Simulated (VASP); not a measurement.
Band structure of SnO₂ (rutile). Level of theory: r2SCAN meta-GGA with spin-orbit coupling, VASP's PBE PAW potentials (set 64) (plane waves; VASP).

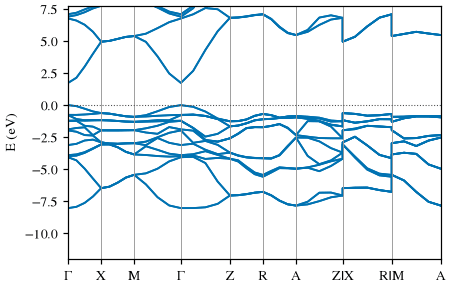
Figure: Bands along high-symmetry lines, zero at the valence-band maximum or, without a gap, the Fermi level

**Question.** Read the plot: is there a gap, and where are the band edges?

**Answer.** The gap is direct, 1.73 eV, from the valence maximum at Γ to the conduction minimum at Γ.

The compound is SnO2 in the rutile structure. It was relaxed first.
